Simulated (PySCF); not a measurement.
Geometry relaxation, with input and output: C3H9Ge

- system: C3H9Ge, multiplicity 2
- method: PBE0-D3(BJ)/def2-SVP geometry optimisation, gas phase (PySCF 2.14.0)

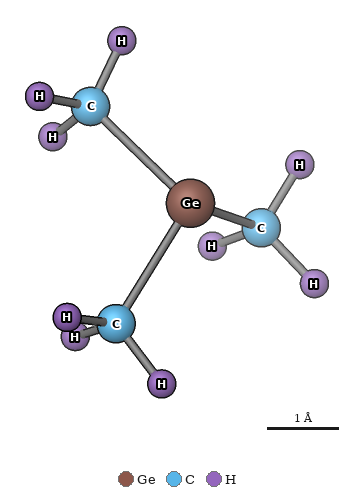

**Figure 1.** The starting structure (ball-and-stick view, seen at a tilt). Sticks mark near contacts. Bond lengths as drawn: C–Ge 2.02 to 2.05 Å and C–H 1.06 to 1.11 Å.

**Input**
```
{"job": {"xc": "PBE0", "basis": "def2-SVP", "d3": "d3bj", "grid": 2, "kind": "geom", "shake": 0.01}, "charge": 0, "multiplicity": 2}
Ge     0.154587    -0.885290     0.205475
C      1.619933     0.385786     0.779277
C     -0.087821    -0.484077    -1.793002
C     -1.502390    -0.058266     1.035230
H      1.340477     1.390796     0.475534
H      2.560467     0.139568     0.298164
H      1.778109     0.365338     1.857114
H      0.848116    -0.744204    -2.333409
H     -0.245238     0.590101    -1.880981
H     -0.907922    -1.026318    -2.201345
H     -1.498168    -0.101772     2.131205
H     -2.425170    -0.577960     0.717542
H     -1.624771     0.988927     0.716601
```

The first line tells a small driver script what to run in PySCF; the rest is the geometry in Å.

Launch command:
```bash
OMP_NUM_THREADS=1 python <driver script> task.json out
```

**What the program printed**
```
step   0  E = -2195.95335209  max force = 0.037314
step   1  E = -2195.96061451  max force = 0.008133
step   2  E = -2195.96144427  max force = 0.003404
step   3  E = -2195.96177253  max force = 0.001560
step   4  E = -2195.96182843  max force = 0.000986
step   5  E = -2195.96185835  max force = 0.000314
step   6  E = -2195.96187102  max force = 0.000336
optimisation converged
```

**Trajectory as extended XYZ (Å, eV, eV/Å), 7 frames, from step=0 to step=6**
```
13
Properties=species:S:1:pos:R:3:forces:R:3 step=0 energy=-59754.93435
Ge    0.1546   -0.8853    0.2055   -0.5022   1.9188  -0.5787
C     1.6199    0.3858    0.7793   -0.4066  -1.0020  -0.0706
C    -0.0878   -0.4841   -1.7930    1.7360  -0.3587   1.2263
C    -1.5024   -0.0583    1.0352   -0.1313  -0.7541  -0.1829
H     1.3405    1.3908    0.4755   -0.2953   0.4504  -0.1474
H     2.5605    0.1396    0.2982    0.4720  -0.1576  -0.2555
H     1.7781    0.3653    1.8571   -0.0300  -0.0015   0.3568
H     0.8481   -0.7442   -2.3334   -0.3813   0.0481   0.1148
H    -0.2452    0.5901   -1.8810   -0.1487   0.3974   0.0364
H    -0.9079   -1.0263   -2.2014   -0.9818  -0.6010  -0.5264
H    -1.4982   -0.1018    2.1312    0.1718   0.0682   0.1300
H    -2.4252   -0.5780    0.7175    0.1861  -0.0629  -0.0578
H    -1.6248    0.9889    0.7166    0.3114   0.0549  -0.0449
13
Properties=species:S:1:pos:R:3:forces:R:3 step=1 energy=-59755.13197
Ge    0.0853   -0.6772    0.3373    0.1127  -0.2046  -0.1871
C     1.4787    0.5751    0.9149    0.0671   0.1794   0.1986
C     0.2483   -0.7595   -1.6150   -0.4182   0.2101  -0.1572
C    -1.7000    0.0183    0.7599    0.0261   0.2134   0.3007
H     1.2194    1.5880    0.5554    0.0277  -0.0647   0.0264
H     2.4514    0.2944    0.4826   -0.0504  -0.0257  -0.0035
H     1.5886    0.6153    2.0094   -0.0295   0.0114  -0.0333
H     1.2171   -1.1088   -1.9843    0.1758  -0.0771   0.0656
H     0.1067    0.2892   -1.9426    0.0466  -0.1339  -0.1156
H    -0.5502   -1.3656   -2.0725    0.0722   0.0176   0.0402
H    -1.8154    0.0854    1.8536   -0.0529   0.0454  -0.0569
H    -2.5124   -0.6062    0.3703    0.0096  -0.1280  -0.0912
H    -1.8074    1.0339    0.3388    0.0132  -0.0434   0.0134
13
Properties=species:S:1:pos:R:3:forces:R:3 step=2 energy=-59755.15454
Ge    0.0927   -0.6712    0.3201    0.0609   0.0051  -0.1750
C     1.4792    0.5851    0.9364    0.0006   0.0077   0.0408
C     0.2327   -0.7624   -1.6458   -0.1097   0.1281   0.0137
C    -1.6895    0.0275    0.7728    0.0000   0.0236   0.1344
H     1.2229    1.6011    0.5905    0.0022  -0.0126  -0.0079
H     2.4541    0.3094    0.5085    0.0060  -0.0042   0.0061
H     1.5749    0.6088    2.0316   -0.0370  -0.0226  -0.0041
H     1.2098   -1.1269   -1.9928    0.0156  -0.0270   0.0670
H     0.0981    0.2703   -2.0149    0.0254  -0.0428  -0.0558
H    -0.5589   -1.3844   -2.0886    0.0184  -0.0316   0.0399
H    -1.8125    0.0919    1.8644   -0.0158   0.0096  -0.0159
H    -2.4912   -0.6088    0.3716    0.0264  -0.0223  -0.0254
H    -1.8024    1.0418    0.3537    0.0070  -0.0109  -0.0177
13
Properties=species:S:1:pos:R:3:forces:R:3 step=3 energy=-59755.16348
Ge    0.0993   -0.6565    0.2953   -0.0283   0.0802   0.0036
C     1.4772    0.5905    0.9464    0.0156  -0.0538  -0.0346
C     0.2201   -0.7563   -1.6661    0.0518   0.0223   0.0063
C    -1.6782    0.0352    0.7826   -0.0045  -0.0670   0.0037
H     1.2264    1.6110    0.6131    0.0014   0.0162  -0.0100
H     2.4589    0.3195    0.5315    0.0192   0.0140   0.0226
H     1.5470    0.5907    2.0432   -0.0175  -0.0114   0.0110
H     1.2023   -1.1382   -1.9828   -0.0320  -0.0030   0.0021
H     0.0922    0.2575   -2.0813    0.0014   0.0067  -0.0144
H    -0.5639   -1.4023   -2.0850   -0.0077  -0.0311   0.0049
H    -1.8027    0.0935    1.8733    0.0080  -0.0078   0.0063
H    -2.4692   -0.6105    0.3728   -0.0020   0.0272   0.0153
H    -1.7994    1.0483    0.3647   -0.0055   0.0075  -0.0167
13
Properties=species:S:1:pos:R:3:forces:R:3 step=4 energy=-59755.16500
Ge    0.0994   -0.6468    0.2874   -0.0189   0.0507  -0.0028
C     1.4791    0.5921    0.9484    0.0019  -0.0327  -0.0275
C     0.2184   -0.7536   -1.6742    0.0347  -0.0010   0.0211
C    -1.6783    0.0360    0.7858    0.0069  -0.0359  -0.0177
H     1.2359    1.6151    0.6162    0.0066   0.0087  -0.0020
H     2.4662    0.3203    0.5466    0.0052   0.0030   0.0150
H     1.5335    0.5864    2.0462   -0.0102   0.0010   0.0075
H     1.2001   -1.1412   -1.9837   -0.0107  -0.0009  -0.0085
H     0.0911    0.2534   -2.1056   -0.0056   0.0048  -0.0001
H    -0.5630   -1.4094   -2.0837   -0.0069  -0.0099   0.0004
H    -1.7977    0.0916    1.8772    0.0113  -0.0037   0.0057
H    -2.4691   -0.6108    0.3784   -0.0062   0.0123   0.0109
H    -1.8055    1.0491    0.3687   -0.0082   0.0035  -0.0019
13
Properties=species:S:1:pos:R:3:forces:R:3 step=5 energy=-59755.16581
Ge    0.0986   -0.6375    0.2804    0.0020   0.0030  -0.0076
C     1.4805    0.5931    0.9488   -0.0090  -0.0005  -0.0003
C     0.2185   -0.7514   -1.6799    0.0105  -0.0161   0.0074
C    -1.6789    0.0359    0.7869    0.0034   0.0012  -0.0141
H     1.2495    1.6183    0.6133    0.0086   0.0002  -0.0002
H     2.4724    0.3153    0.5638   -0.0018  -0.0078   0.0044
H     1.5175    0.5877    2.0477   -0.0030   0.0086   0.0008
H     1.1997   -1.1416   -1.9869    0.0005   0.0040  -0.0066
H     0.0887    0.2510   -2.1214   -0.0064   0.0021   0.0044
H    -0.5614   -1.4142   -2.0821   -0.0019   0.0066  -0.0023
H    -1.7892    0.0891    1.8795    0.0061   0.0015   0.0027
H    -2.4712   -0.6124    0.3856   -0.0022  -0.0027   0.0047
H    -1.8146    1.0491    0.3720   -0.0068  -0.0001   0.0067
13
Properties=species:S:1:pos:R:3:forces:R:3 step=6 energy=-59755.16616
Ge    0.0983   -0.6332    0.2768    0.0079  -0.0173  -0.0085
C     1.4807    0.5936    0.9491   -0.0088   0.0127   0.0120
C     0.2193   -0.7506   -1.6829   -0.0066  -0.0104  -0.0016
C    -1.6794    0.0355    0.7871    0.0017   0.0144  -0.0040
H     1.2608    1.6191    0.6069    0.0067  -0.0039  -0.0033
H     2.4750    0.3075    0.5769   -0.0025  -0.0093   0.0005
H     1.5058    0.5936    2.0485   -0.0009   0.0081  -0.0021
H     1.2005   -1.1396   -1.9909    0.0060   0.0040  -0.0020
H     0.0862    0.2503   -2.1269   -0.0036   0.0004   0.0042
H    -0.5599   -1.4159   -2.0827    0.0010   0.0086  -0.0017
H    -1.7828    0.0883    1.8805    0.0016   0.0027   0.0003
H    -2.4726   -0.6150    0.3914    0.0003  -0.0079   0.0007
H    -1.8218    1.0485    0.3738   -0.0028  -0.0021   0.0054
```

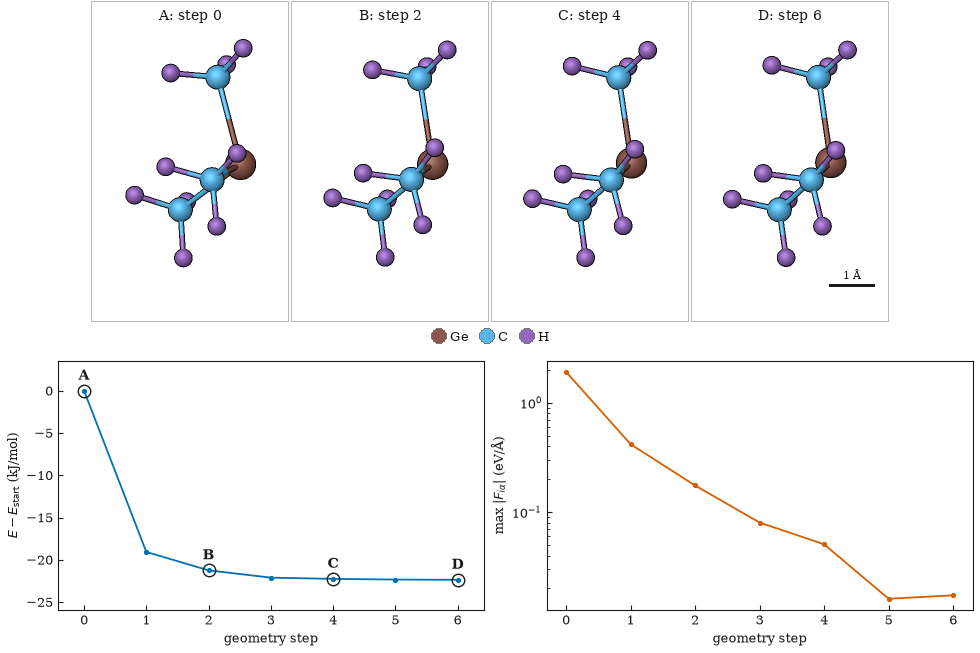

**Figure 2.** Frames of the relaxation (ball-and-stick view, seen at an oblique angle) above the curves, on which the letters mark them (steps are counted from 0).

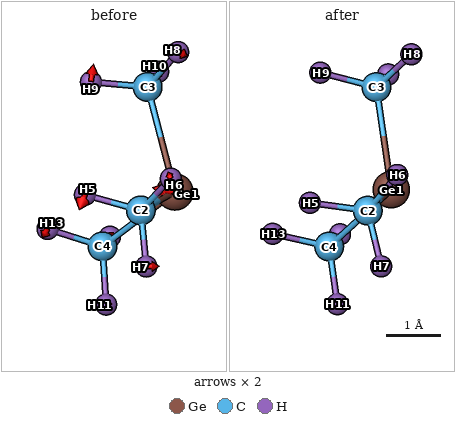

**Figure 3.** Before (left) and after (right) the relaxation, at one scale (ball-and-stick view, seen at an oblique angle). The red arrows give the displacements, magnified 2 times. Ge1 moves most after the best rigid fit: 0.22 Å. Largest moves by element: Ge 0.22 Å, H 0.20 Å, C 0.04 Å. Among the contacts that change: Ge1–C3 2.053 → 1.967 Å, Ge1–C4 2.029 → 1.967 Å, Ge1–C2 2.023 → 1.967 Å, C3–H10 1.065 → 1.100 Å. Among the angles that change: C2–Ge1–C4 102.7° → 109.5°, C2–Ge1–C3 103.8° → 109.5°, Ge1–C3–H9 106.8° → 109.8°. Over 6 geometry steps the energy falls by 22.4 kJ/mol. Largest force component: 1.9 eV/Å at the start, 0.017 eV/Å at the end. (Atoms are counted from 1 in the order of the input.)

**Key numbers**

- outcome: converged
- total energy: −2195.961871 hartree
- ⟨S²⟩: 0.751
- dipole moment: 0.62 D
- point group: C1
- hardware: 1 CPU thread, shared host
- wall time: 98 s
- peak memory: 0.65 GiB
